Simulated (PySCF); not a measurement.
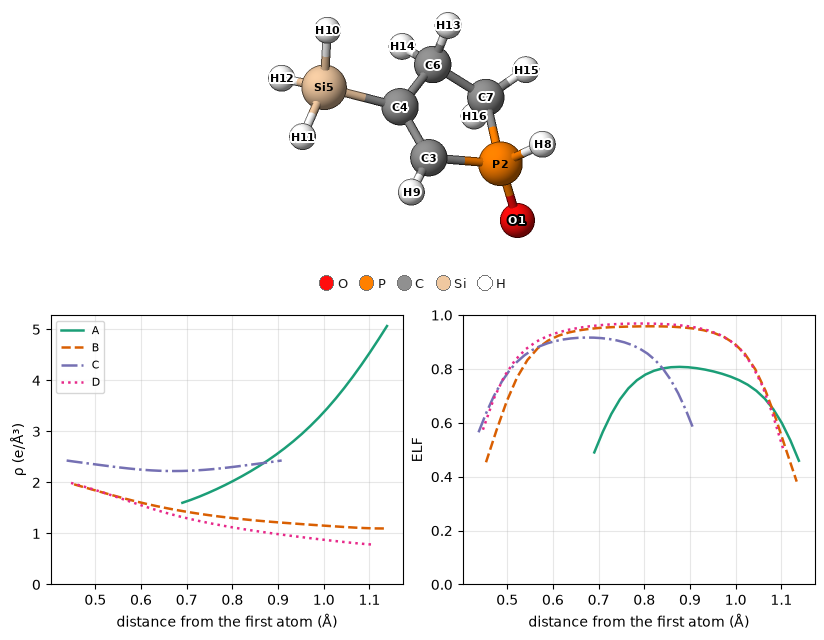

Figure. C$_{4}$H$_{9}$OPSi. Electron density and electron localisation function along straight lines between neighbouring atoms. The curves leave out the atomic cores. The structure is drawn too.

Geometry: PBE0-D3(BJ)/def2-SVP.

All numbers below come from PySCF, PBE0/pcSseg-1, SCF density, gas phase, non-relativistic.

Input file:

```
{"job": {"kind": "nmr", "xc": "PBE0", "basis": "pcSseg-1"}, "charge": 0, "multiplicity": 1}
O     -2.739025    -1.889091    -0.395414
P     -1.921345    -0.643762    -0.494177
C     -0.192446    -0.731363    -1.035663
C      0.627275    -0.016843    -0.244090
Si     2.486424     0.080061    -0.513604
C     -0.038112     0.732306     0.894861
C     -1.476172     0.227119     1.057021
H     -2.487154     0.364046    -1.339274
H      0.135447    -1.308772    -1.904148
H      2.895723     1.500380    -0.741404
H      2.864578    -0.751119    -1.692183
H      3.186809    -0.412175     0.712286
H     -0.024323     1.811427     0.660419
H      0.541993     0.626422     1.826688
H     -2.199749     1.013717     1.312055
H     -1.544125    -0.554197     1.831093
```

Launched as:

```sh
OMP_NUM_THREADS=1 python probes_run.py task.json out
```

Which curve belongs to which contact (C–C, C–P, C–Si and P–O)? The first atom named is at distance zero.

Answer. Curve A: P–O (1.49 Å): ρ is about 1.8 e/Å³ halfway; the ELF peaks at about 0.80 between the atoms, as expected for a short, strongly polar bond. Curve B: C–P (1.81 Å): the density is about 1.2 e/Å³ at the midpoint; the ELF peaks at about 0.95 between the atoms; a covalent bond. Curve C: C–C (1.35 Å): the density is about 2.2 e/Å³ at the midpoint; the ELF peaks at about 0.90 between the atoms; a multiple bond. Curve D: C–Si (1.88 Å): ρ at the midpoint is about 0.94 e/Å³; the ELF peaks at about 0.95 between the atoms; a covalent bond.
